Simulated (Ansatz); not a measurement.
# CH6OSi2: shape, modes and thermochemistry

The task is to find a stationary geometry of CH6OSi2, check the end point by its vibrations and derive ideal-gas thermochemistry, and look at its orbitals and charge.

Computed with Ansatz 0.2.0, Gaussian basis. Level: RKS PBE0-D4/def2-TZVP.

Levels to be run: relaxation at PBE-D4/def2-SVP; relaxation at PBE0-D4/def2-TZVP; harmonic vibrations at the same level; a single point in def2-TZVPP for the fields.

### Step 1. Starting geometry

SMILES `C1O[SiH2][SiH2]1`, 10 atoms, charge 0, spin multiplicity 1.

Atoms are counted from 1 here; the program's logs count them from 0.

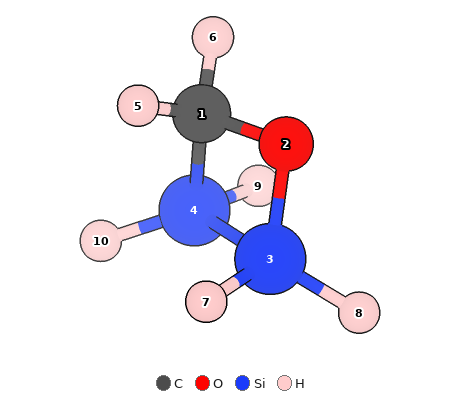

Start geometry, drawn with carbon dark grey, oxygen red, silicon blue, hydrogen pink; atoms are numbered from 1 in the order of the file.

As a file:

```
C    -0.70030    0.62100   -0.66240
O    -1.14110   -0.74090   -0.49300
Si    0.29630   -1.34370    0.03450
Si    0.56960    0.73980    0.77460
H    -0.31600    0.84910   -1.68420
H    -1.60640    1.34910   -0.53810
H     1.21380   -1.71960   -1.10190
H     0.16390   -2.40320    1.04700
H    -0.12810    1.08470    2.13170
H     1.73140    1.51260    0.49480
```

The start is a force-field geometry with small random shifts, so a cheaper pass at PBE-D4/def2-SVP comes first.

### Step 2. Relaxation at PBE-D4/def2-SVP (cheap first pass)

File in.yaml:

```yaml
crystal:
  periodic: [false, false, false]
  atoms:
    - {symbol: C, position_ang: [-0.700300, 0.621000, -0.662400]}
    - {symbol: O, position_ang: [-1.141100, -0.740900, -0.493000]}
    - {symbol: Si, position_ang: [0.296300, -1.343700, 0.034500]}
    - {symbol: Si, position_ang: [0.569600, 0.739800, 0.774600]}
    - {symbol: H, position_ang: [-0.316000, 0.849100, -1.684200]}
    - {symbol: H, position_ang: [-1.606400, 1.349100, -0.538100]}
    - {symbol: H, position_ang: [1.213800, -1.719600, -1.101900]}
    - {symbol: H, position_ang: [0.163900, -2.403200, 1.047000]}
    - {symbol: H, position_ang: [-0.128100, 1.084700, 2.131700]}
    - {symbol: H, position_ang: [1.731400, 1.512600, 0.494800]}
basis:
  gaussian: {orbitals: def2-SVP}
hamiltonian: {xc: pbe, dispersion: d4}
relax: {f_tol: 0.03, max_steps: 200}
```

Command:

```
ansatz run in.yaml --threads 2 --pin off --events-out ev --progress --plain --max-ram 4352MiB
```

Output, cut to the lines that bear on the results:

```text
Functional definition: PBE
  name "PBE"
  cite "Perdew, Burke & Ernzerhof, Phys. Rev. Lett. 77, 3865 (1996) doi:10.1103/PhysRevLett.77.3865"
  parent pbe
[...]
1041 factors; their error is unknown
[...]
mean field -18916.80342978 eV, -695.1797037746 hartree, gradient 5.9e-5 eV, S^2 0.000000; 0 other end points of the search recorded, 0 dependent functions left out
[...]
reference -18916.80346461 eV, -695.1797050546 hartree; 24, 24 occupied and 70, 70 virtual orbitals, 1041 factors
relax step   1: F+E_penalty+E_count = -18917.03093194 eV  Δ(F+E_penalty+E_count) = +0.000e0 eV  max|allowed force component| = 2.187e0 eV/Å  Δτ_max = 0.0000 Å  (27 SCF iters, accepted)
[...]
relax step   3: F+E_penalty+E_count = -18917.51795687 eV  Δ(F+E_penalty+E_count) = -8.902e-2 eV  max|allowed force component| = 2.312e-1 eV/Å  Δτ_max = 0.0957 Å  (28 SCF iters, accepted)
[...]
relax step   5: F+E_penalty+E_count = -18917.54541862 eV  Δ(F+E_penalty+E_count) = -9.687e-3 eV  max|allowed force component| = 2.081e-1 eV/Å  Δτ_max = 0.0902 Å  (29 SCF iters, accepted)
[...]
relax step   7: F+E_penalty+E_count = -18917.56303801 eV  Δ(F+E_penalty+E_count) = -7.348e-3 eV  max|allowed force component| = 5.969e-2 eV/Å  Δτ_max = 0.0696 Å  (28 SCF iters, accepted)
[...]
relax step   9: F+E_penalty+E_count = -18917.56402270 eV  Δ(F+E_penalty+E_count) = -2.771e-4 eV  max|allowed force component| = 3.835e-2 eV/Å  Δτ_max = 0.0207 Å  (29 SCF iters, accepted)
[...]
relax step  10: F+E_penalty+E_count = -18917.56414385 eV  Δ(F+E_penalty+E_count) = -1.211e-4 eV  max|allowed force component| = 1.665e-2 eV/Å  Δτ_max = 0.0135 Å  (30 SCF iters, accepted)
1041 factors; their error is unknown
[...]
mean field -18917.34350553 eV, -695.1995511923 hartree, gradient 2.3e-5 eV, S^2 0.000000; 1 other end points of the search recorded, 0 dependent functions left out
[...]
reference -18917.34354202 eV, -695.1995525334 hartree; 24, 24 occupied and 70, 70 virtual orbitals, 1041 factors
Total energy: -18917.56418034 eV, -695.2076608420 hartree
Atom 0 at    -0.806696     0.707670    -0.650067 Å, force    -0.008252     0.003128    -0.008210 eV/Å
Atom 1 at    -0.828115    -0.711712    -0.950547 Å, force     0.011309     0.009736     0.008773 eV/Å
Atom 2 at     0.366773    -1.432947     0.046312 Å, force     0.001089    -0.000554    -0.007699 eV/Å
Atom 3 at     0.569842     0.798123     0.729112 Å, force    -0.004883     0.000137     0.007497 eV/Å
Atom 4 at    -0.557735     1.293060    -1.564367 Å, force    -0.006924    -0.010659     0.011452 eV/Å
Atom 5 at    -1.811014     1.042473    -0.304496 Å, force     0.016650    -0.003452    -0.004729 eV/Å
Atom 6 at     1.469985    -2.085939    -0.747113 Å, force    -0.004686    -0.001866    -0.000123 eV/Å
Atom 7 at    -0.205235    -2.474172     0.973772 Å, force    -0.002195     0.000902    -0.001822 eV/Å
Atom 8 at     0.088484     1.215102     2.094120 Å, force     0.000906     0.001601    -0.002955 eV/Å
Atom 9 at     1.796812     1.597243     0.376275 Å, force    -0.003015     0.001028    -0.002184 eV/Å
Dipole moment:     0.124407     0.190864     0.157567 e Å
```

Run time: 19 s. Hardware: 2 threads of Arm Neoverse V1, shared host.

Along the way:

| step | energy from step 1 (eV) | largest force component (eV/Å) |
| --- | --- | --- |
| 1 | 0.0000 | 2.1875 |
| 2 | -0.3980 | 1.1522 |
| 3 | -0.4870 | 0.2312 |
| 4 | -0.5048 | 0.2043 |
| 5 | -0.5145 | 0.2081 |
| 6 | -0.5248 | 0.1490 |
| 7 | -0.5321 | 0.0597 |
| 8 | -0.5328 | 0.0778 |
| 9 | -0.5331 | 0.0383 |
| 10 | -0.5332 | 0.0167 |

Distances of close pairs at the start and the end, largest changes first:

| bond | before (Å) | after (Å) | change (Å) |
| --- | --- | --- | --- |
| Si3–Si4 | 2.228 | 2.342 | +0.114 |
| Si4–H10 | 1.423 | 1.506 | +0.083 |
| O2–Si3 | 1.646 | 1.715 | +0.070 |
| Si4–H9 | 1.564 | 1.506 | -0.058 |
| C1–H6 | 1.169 | 1.114 | -0.055 |
| Si3–H8 | 1.471 | 1.507 | +0.036 |
| C1–Si4 | 1.921 | 1.951 | +0.029 |
| C1–O2 | 1.441 | 1.451 | +0.010 |

### Step 3. Relaxation at PBE0-D4/def2-TZVP

File in.yaml:

```yaml
crystal:
  periodic: [false, false, false]
  atoms:
    - {symbol: C, position_ang: [-0.806696, 0.707670, -0.650067]}
    - {symbol: O, position_ang: [-0.828115, -0.711712, -0.950547]}
    - {symbol: Si, position_ang: [0.366773, -1.432947, 0.046312]}
    - {symbol: Si, position_ang: [0.569842, 0.798123, 0.729112]}
    - {symbol: H, position_ang: [-0.557735, 1.293060, -1.564367]}
    - {symbol: H, position_ang: [-1.811014, 1.042473, -0.304496]}
    - {symbol: H, position_ang: [1.469985, -2.085939, -0.747113]}
    - {symbol: H, position_ang: [-0.205235, -2.474172, 0.973772]}
    - {symbol: H, position_ang: [0.088484, 1.215102, 2.094120]}
    - {symbol: H, position_ang: [1.796812, 1.597243, 0.376275]}
basis:
  gaussian: {orbitals: def2-TZVP}
hamiltonian: {xc: pbe0, dispersion: d4}
relax: {f_tol: 0.005, max_steps: 150}
```

Launched as before.

Output, cut to the lines that bear on the results:

```text
Functional definition: PBE0
  name "PBE0"
  cite "Adamo & Barone, J. Chem. Phys. 110, 6158 (1999) doi:10.1063/1.478522"
  cite "Perdew, Burke & Ernzerhof, Phys. Rev. Lett. 77, 3865 (1996) doi:10.1103/PhysRevLett.77.3865"
  parent pbe
[...]
1131 factors; their error is unknown
[...]
mean field -18928.40871437 eV, -695.6061901169 hartree, gradient 1.7e-5 eV, S^2 0.000000; 0 other end points of the search recorded, 0 dependent functions left out
[...]
reference -18928.40874896 eV, -695.6061913882 hartree; 24, 24 occupied and 148, 148 virtual orbitals, 1131 factors
relax step   1: F+E_penalty+E_count = -18928.59458315 eV  Δ(F+E_penalty+E_count) = +0.000e0 eV  max|allowed force component| = 6.824e-1 eV/Å  Δτ_max = 0.0000 Å  (27 SCF iters, accepted)
[...]
Atom 0 at    -0.792505     0.706380    -0.635658 Å, force    -0.000240    -0.004847    -0.001294 eV/Å
Atom 1 at    -0.791142    -0.706253    -0.941190 Å, force     0.000850     0.003656     0.001204 eV/Å
Atom 2 at     0.361715    -1.416636     0.041768 Å, force     0.000180    -0.000822     0.000461 eV/Å
Atom 3 at     0.567906     0.793318     0.727050 Å, force     0.000631    -0.000748     0.000288 eV/Å
Atom 4 at    -0.558225     1.276212    -1.539582 Å, force    -0.000570     0.000727     0.000516 eV/Å
Atom 5 at    -1.787961     1.005781    -0.294954 Å, force     0.000289     0.000900    -0.000259 eV/Å
Atom 6 at     1.444037    -2.075611    -0.740450 Å, force    -0.000295     0.000246    -0.000345 eV/Å
Atom 7 at    -0.222688    -2.443747     0.947856 Å, force    -0.000241    -0.000024    -0.000115 eV/Å
Atom 8 at     0.090363     1.219078     2.070086 Å, force    -0.000124     0.000511    -0.000516 eV/Å
Atom 9 at     1.771602     1.590379     0.368074 Å, force    -0.000480     0.000399     0.000062 eV/Å
Dipole moment:     0.106245     0.198500     0.147906 e Å
```

Run time: 43 s. Hardware: 2 threads of Arm Neoverse V1, shared host.

Step by step:

| step | energy from step 1 (eV) | largest force component (eV/Å) |
| --- | --- | --- |
| 1 | 0.0000 | 0.6824 |
| 2 | -0.0457 | 0.4357 |
| 3 | -0.0558 | 0.0538 |
| 4 | -0.0563 | 0.0243 |
| 5 | -0.0563 | 0.0125 |
| 6 | -0.0563 | 0.0034 |
| 7 | -0.0563 | 0.0085 |
| 8 | -0.0563 | 0.0048 |

The force was under the threshold of 0.005 eV/Å already at step 6, but the program went on to step 8.

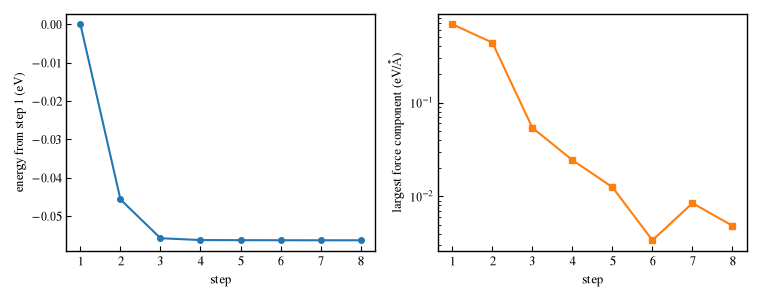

Energy and force, step by step.

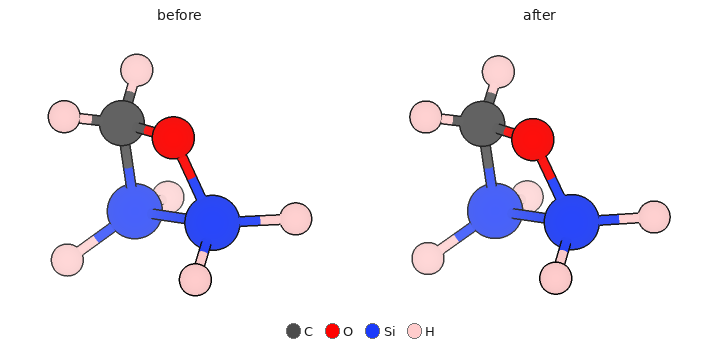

The geometry before (left) and after (right).

Distances of close pairs at the start and the end, largest changes first:

| bond | before (Å) | after (Å) | change (Å) |
| --- | --- | --- | --- |
| O2–Si3 | 1.715 | 1.673 | -0.042 |
| C1–Si4 | 1.951 | 1.927 | -0.023 |
| C1–H5 | 1.114 | 1.094 | -0.020 |
| C1–H6 | 1.114 | 1.094 | -0.020 |
| Si3–Si4 | 2.342 | 2.323 | -0.019 |
| Si4–H9 | 1.506 | 1.488 | -0.019 |
| Si4–H10 | 1.506 | 1.488 | -0.019 |
| Si3–H7 | 1.508 | 1.489 | -0.019 |

Mulliken charges of the relaxed molecule (report file):

| atom | value (e) |
| --- | --- |
| C1 | -0.13 |
| O2 | -0.36 |
| Si3 | 0.28 |
| Si4 | 0.04 |
| H5 | 0.12 |
| H6 | 0.12 |
| H7 | -0.03 |
| H8 | -0.03 |
| H9 | 0.00 |
| H10 | 0.00 |

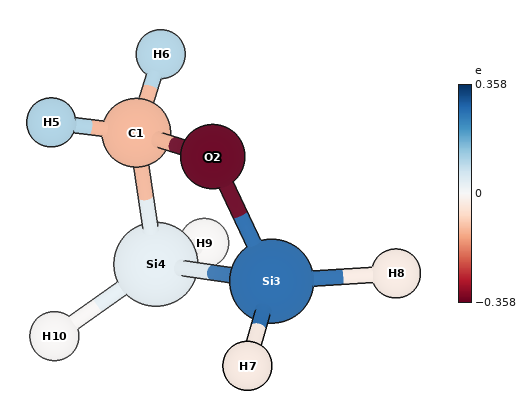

Mulliken charges of the relaxed molecule (report file), as colours on the atoms.

### Step 4. Harmonic vibrations

File in.yaml:

```yaml
crystal:
  periodic: [false, false, false]
  atoms:
    - {symbol: C, position_ang: [-0.792505, 0.706380, -0.635658]}
    - {symbol: O, position_ang: [-0.791142, -0.706253, -0.941190]}
    - {symbol: Si, position_ang: [0.361715, -1.416636, 0.041768]}
    - {symbol: Si, position_ang: [0.567906, 0.793318, 0.727050]}
    - {symbol: H, position_ang: [-0.558225, 1.276212, -1.539582]}
    - {symbol: H, position_ang: [-1.787961, 1.005781, -0.294954]}
    - {symbol: H, position_ang: [1.444037, -2.075611, -0.740450]}
    - {symbol: H, position_ang: [-0.222688, -2.443747, 0.947856]}
    - {symbol: H, position_ang: [0.090363, 1.219078, 2.070086]}
    - {symbol: H, position_ang: [1.771602, 1.590379, 0.368074]}
basis:
  gaussian: {orbitals: def2-TZVP}
hamiltonian: {xc: pbe0, dispersion: d4}
phonons: {temperatures: {t_min: 298.15, t_max: 900, t_step: 200}}
```

The command is unchanged.

Output, cut to the lines that bear on the results:

```text
Functional definition: PBE0
  name "PBE0"
  cite "Adamo & Barone, J. Chem. Phys. 110, 6158 (1999) doi:10.1063/1.478522"
  cite "Perdew, Burke & Ernzerhof, Phys. Rev. Lett. 77, 3865 (1996) doi:10.1103/PhysRevLett.77.3865"
  parent pbe
[...]
1131 factors; their error is unknown
[...]
mean field -18928.46393129 eV, -695.6082193011 hartree, gradient 1.7e-5 eV, S^2 0.000000; 0 other end points of the search recorded, 0 dependent functions left out
[...]
reference -18928.46396547 eV, -695.6082205573 hartree; 24, 24 occupied and 148, 148 virtual orbitals, 1131 factors
[...]
1131 factors; their error is unknown
mean field -18928.46378050 eV, -695.6082137597 hartree, gradient 1.1e-6 eV, S^2 0.000000; 0 other end points of the search recorded, 0 dependent functions left out
[...]
reference -18928.46381468 eV, -695.6082150161 hartree; 24, 24 occupied and 148, 148 virtual orbitals, 1131 factors
[...]
Atom 2 at     0.361715    -1.416636     0.041768 Å, force     0.000191    -0.000825     0.000444 eV/Å
Atom 3 at     0.567906     0.793318     0.727050 Å, force     0.000641    -0.000750     0.000275 eV/Å
Atom 4 at    -0.558225     1.276212    -1.539582 Å, force    -0.000568     0.000731     0.000509 eV/Å
Atom 5 at    -1.787961     1.005781    -0.294954 Å, force     0.000288     0.000901    -0.000259 eV/Å
Atom 6 at     1.444037    -2.075611    -0.740450 Å, force    -0.000303     0.000252    -0.000339 eV/Å
Atom 7 at    -0.222688    -2.443747     0.947856 Å, force    -0.000246    -0.000028    -0.000111 eV/Å
Atom 8 at     0.090363     1.219078     2.070086 Å, force    -0.000128     0.000514    -0.000508 eV/Å
Atom 9 at     1.771602     1.590379     0.368074 Å, force    -0.000487     0.000394     0.000064 eV/Å
Dipole moment:     0.106245     0.198501     0.147906 e Å
Vibrations: 74.26 337.33 414.61 446.95 478.46 597.72 650.70 667.47 719.48 776.24 830.27 844.88 937.97 973.18 1028.70 1205.09 1263.33 1473.84 2203.94 2206.05 2215.37 2226.45 3048.32 3097.71 cm⁻¹, zero-point energy 1.780309 eV
```

Run time: 3.1 min. Hardware: 2 threads of Arm Neoverse V1, shared host.

Motions are named by where the mode's potential energy lies. The modes, unscaled (a negative number is an imaginary wavenumber):

| mode | cm⁻¹ | motion |
| --- | --- | --- |
| 1 | 74 | torsion |
| 2 | 337 | torsion with bend |
| 3 | 415 | bend |
| 4 | 447 | Si–Si stretch with bend |
| 5 | 478 | torsion with bend |
| 6 | 598 | torsion with bend |
| 7 | 651 | Si–C stretch with torsion |
| 8 | 667 | torsion with bend |
| 9 | 719 | torsion with bend |
| 10 | 776 | Si–O stretch with torsion |
| 11 | 830 | torsion with bend |
| 12 | 845 | torsion with Si–O stretch |
| 13 | 938 | bend with torsion |
| 14 | 973 | bend with torsion |
| 15 | 1029 | C–O stretch |
| 16 | 1205 | bend |
| 17 | 1263 | bend |
| 18 | 1474 | bend |
| 19 | 2204 | Si–H stretch |
| 20 | 2206 | Si–H stretch |
| 21 | 2215 | Si–H stretch |
| 22 | 2226 | Si–H stretch |
| 23 | 3048 | C–H stretch |
| 24 | 3098 | C–H stretch |

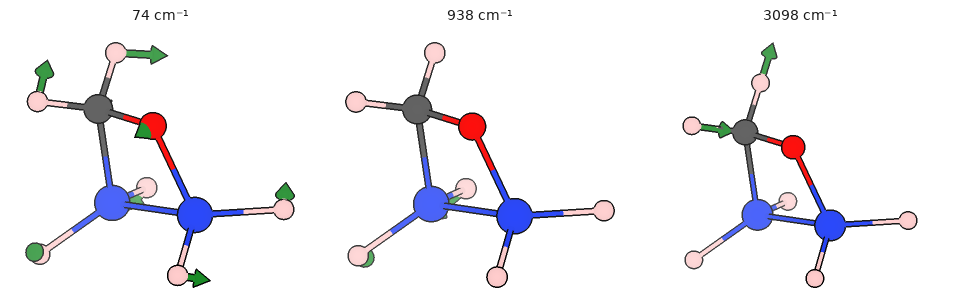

How the atoms move in 3 of the modes.

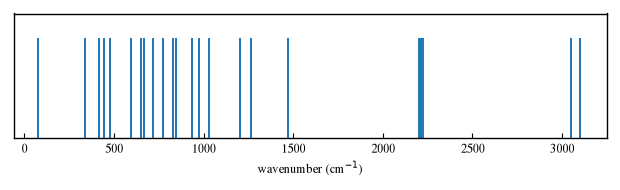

The harmonic wavenumbers as sticks (no intensities were computed).

Ideal gas, rigid rotor and harmonic oscillator at 298.15 K and 1 bar, with symmetry number 1:

| term | value |
| --- | --- |
| zero-point energy | 41.1 kcal/mol |
| H(298) − E | 45.2 kcal/mol |
| entropy, translation | 165.0 J/(mol K) |
| entropy, rotation | 107.6 J/(mol K) |
| entropy, vibration | 42.4 J/(mol K) |
| entropy, total | 315.0 J/(mol K) |

### Step 5. A single point for the fields

Edit in.yaml of step 4 so:

```diff
@@ -14,4 +14,4 @@
 basis:
-  gaussian: {orbitals: def2-TZVP}
+  gaussian: {orbitals: def2-TZVPP}
 hamiltonian: {xc: pbe0, dispersion: d4}
-phonons: {temperatures: {t_min: 298.15, t_max: 900, t_step: 200}}
+output: {orbitals: {seedname: orbitals}}
```

Launched as before.

Output:

```text
Functional definition: PBE0
  name "PBE0"
  cite "Adamo & Barone, J. Chem. Phys. 110, 6158 (1999) doi:10.1063/1.478522"
  cite "Perdew, Burke & Ernzerhof, Phys. Rev. Lett. 77, 3865 (1996) doi:10.1103/PhysRevLett.77.3865"
  parent pbe
  parameter a = 0.25
  parameter kappa = 0.804
  parameter beta = 0.06672455060314922
  exchange = (1 - a)*pbe_x(kappa = kappa, mu = beta*pi^2/3) + a*exact_x
  correlation = pbe_c(beta = beta)
1267 factors; their error is unknown
mean field evaluation 1: about -18923.1329 eV, gradient 5.1e1 eV
mean field evaluation 2: about -18911.2794 eV, gradient 9.2e1 eV
mean field evaluation 4: about -18928.3973 eV, gradient 6.1e0 eV
mean field evaluation 8: about -18928.4715 eV, gradient 3.8e-2 eV
mean field evaluation 16: about -18928.5032 eV, gradient 8.7e-5 eV
mean field -18928.50321542 eV, -695.6096629663 hartree, gradient 8.7e-5 eV, S^2 0.000000; 0 other end points of the search recorded, 0 dependent functions left out
reference -18928.50324955 eV, -695.6096642206 hartree; 24, 24 occupied and 206, 206 virtual orbitals, 1267 factors
Total energy: -18928.69021832 eV, -695.6165351961 hartree
```

Wall time 7 s (2 threads of Arm Neoverse V1, shared host); peak memory 0.51 GiB.

The fields below are evaluated on a grid from the run's orbitals.

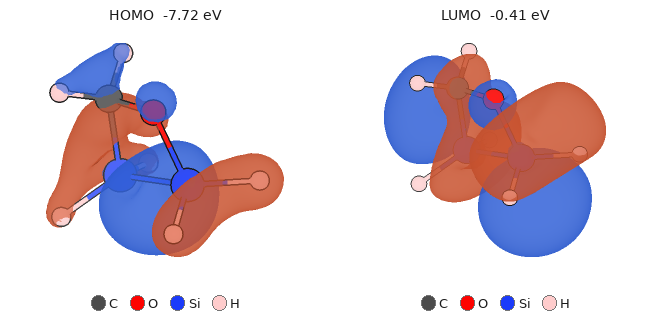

Frontier orbitals at PBE0-D4/def2-TZVPP; each surface holds 70 % of the orbital's density, blue and red mark the sign.

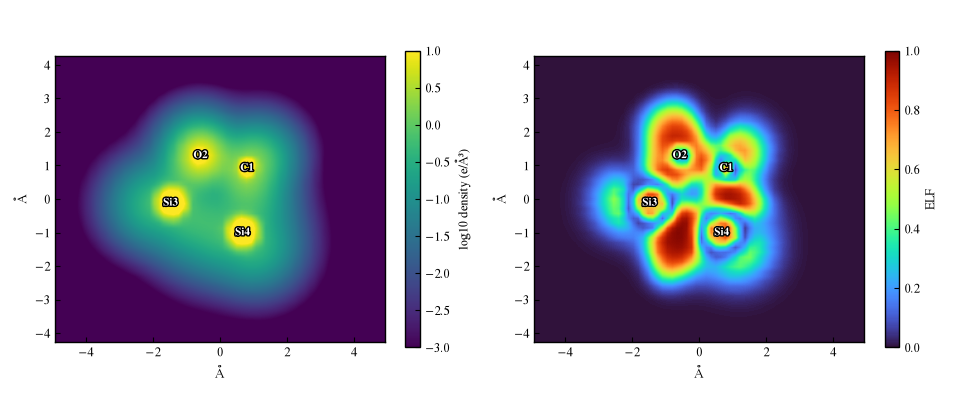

Density (left) and ELF (right) in a plane through or near 4 of the atoms.

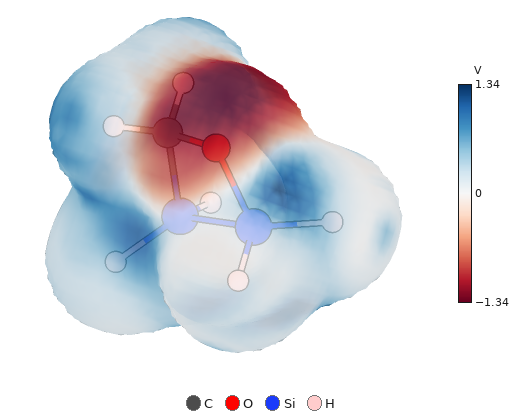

Electrostatic potential on the surface of density 0.002 e/bohr³; red is low, blue high. It runs, from the 1st to the 99th percentile, from -1.34 V near O2 to 1.25 V near Si3.

### Step 6. What came out

| quantity | value |
| --- | --- |
| point group | Cs |
| steps | 10 + 8 |
| shift from the start (rms) | 0.373 Å |
| total energy | -18928.6509 eV |
| dispersion term | -187 meV |
| dipole moment | 1.29 D |
| lowest, highest wavenumber | 74, 3098 cm⁻¹ |
| zero-point energy | 41.1 kcal/mol |
| entropy at 298.15 K | 315.0 J/(mol K) |
| HOMO, LUMO | -7.72, -0.41 eV |

What this shows: The atoms moved 0.37 Å (rms) from the start; the bond that changed most is Si3–Si4, from 2.228 to 2.323 Å. No mode is imaginary: a true minimum at this level. The stiffest mode, 3098 cm⁻¹, is a C–H stretch. Harmonic hybrid wavenumbers usually lie a few per cent above measured fundamentals. The largest Mulliken charge, -0.36 e, sits on O2. The HOMO lies mostly on Si3, Si4 about 30 % each; H7, H8 about 7 % each and the LUMO on Si3 24 %; H7, H8 about 16 % each.
